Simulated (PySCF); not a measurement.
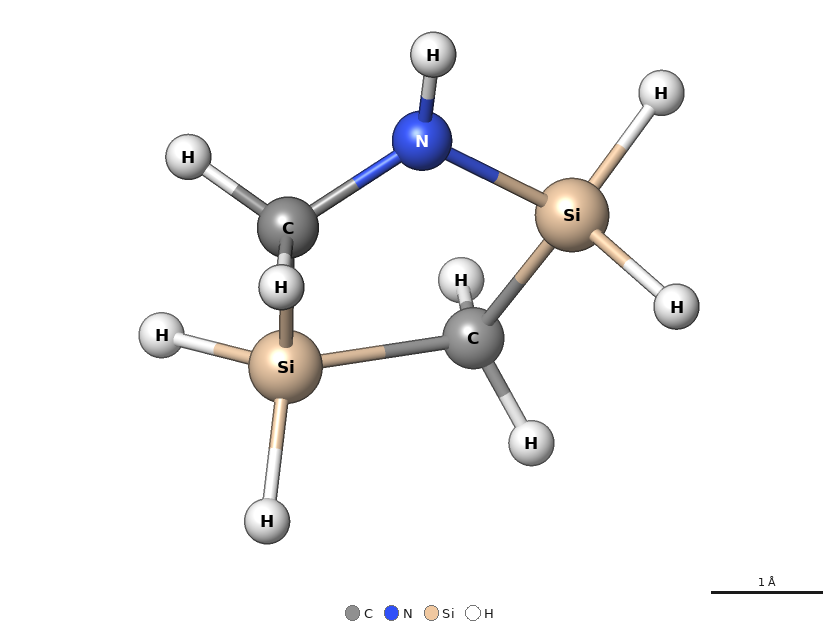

Ball-and-stick drawing of a structure.

The computed structure is the end point of a PBE0-D3(BJ)/def2-SVP optimisation. No frequency run is at hand to confirm it as a minimum.

> Give the formula.

C2H9NSi2, 14 atoms: 2 carbon, 9 hydrogen, 1 nitrogen and 2 silicon.

> Name functional groups in it.

Among them: Si–H bond, Si–N bond.

> What is the point group of this geometry?

C1.

More results for the same structure follow; atom numbers are the same in all pictures, views and colours differ.

## Geometry

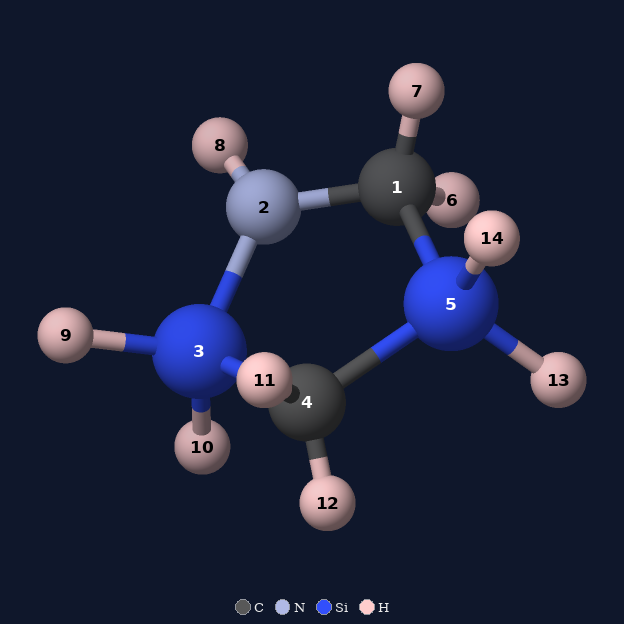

Atoms carry their numbers in the input. No frequency run is at hand to confirm it as a minimum.

Give these bond angles: C1–N2–H8, N2–C1–H6, N2–C1–H7, N2–Si3–H10, Si3–C4–H11, Si3–C4–H12, C4–Si3–H9, C4–Si5–H13, C4–Si5–H14, Si5–C1–H7, Si5–C4–H11, Si5–C4–H12.

```
     angle  degrees
  C1–N2–H8    115.4
  N2–C1–H6    113.7
  N2–C1–H7    111.2
N2–Si3–H10    115.6
Si3–C4–H11    109.7
Si3–C4–H12    113.2
 C4–Si3–H9    115.3
C4–Si5–H13    111.7
C4–Si5–H14    112.4
 Si5–C1–H7    109.4
Si5–C4–H11    110.0
Si5–C4–H12    112.4
```

## Levels of theory compared

No frequency run is at hand to confirm it as a minimum. Program: PySCF 2.14.0.

Tabulate dipole (D), HOMO–LUMO gap (eV) at these levels: B97-D/pcSseg-1; BHandHLYP/pcSseg-1; BLYP/pcSseg-1; BP86/pcSseg-1; KT2/pcSseg-1; LC-wPBE/pcSseg-1; PBE0/6-31G; PBE0/IGLO-III; PBE0/cc-pVTZ; PBE0/pcSseg-2; WP04/pcSseg-1.

```csv
level,dipole (D),HOMO–LUMO gap (eV)
B97-D/pcSseg-1,0.66,5.27
BHandHLYP/pcSseg-1,0.61,9.43
BLYP/pcSseg-1,0.68,5.09
BP86/pcSseg-1,0.69,5.18
KT2/pcSseg-1,0.64,5.07
LC-wPBE/pcSseg-1,0.64,12.22
PBE0/6-31G,0.52,7.21
PBE0/IGLO-III,0.61,6.97
PBE0/cc-pVTZ,0.64,7.19
PBE0/pcSseg-2,0.58,6.89
WP04/pcSseg-1,0.56,6.81
```

## Ring current

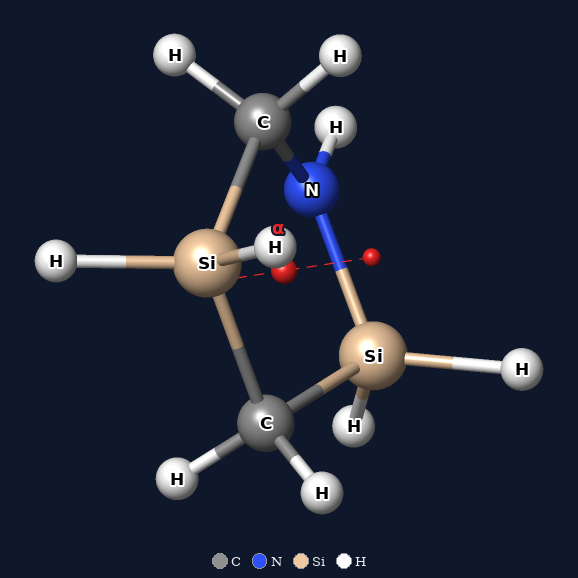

The small points mark where nucleus-independent chemical shifts (NICS) were computed: at the centre of each lettered ring and 1 Å above and below it. No frequency run is at hand to confirm it as a minimum. Method: GIAO PBE/pcSseg-1 NMR shielding, non-relativistic, gas phase (PySCF 2.14.0).

Give NICS(0), NICS(1) and the out-of-plane component NICS(1)zz for each ring (means of the two sides).

| ring | members | NICS(0) | NICS(1) | NICS(1)zz |
| --- | --- | --- | --- | --- |
| α | C2NSi2 | −5.6 | −3.1 | −2.8 |

Values in ppm.

> What do the values say about the ring currents?

Ring α: weak, as in a non-aromatic ring. NICS is one index among several.

## NMR shielding

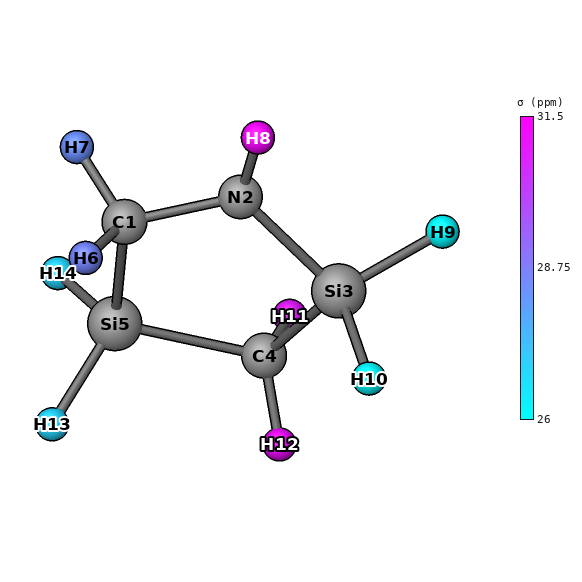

Atoms are coloured by their isotropic NMR shieldings (H only, the others grey). No frequency run is at hand to confirm it as a minimum. Properties computed with GIAO BP86/pcSseg-1 NMR shielding, non-relativistic, gas phase (PySCF 2.14.0).

List the isotropic NMR shieldings of the H atoms.

| atom | σ (ppm) |
| --- | --- |
| H6 | 28.57 |
| H7 | 28.35 |
| H8 | 31.32 |
| H9 | 26.09 |
| H10 | 26.17 |
| H11 | 30.89 |
| H12 | 31.18 |
| H13 | 26.86 |
| H14 | 26.87 |
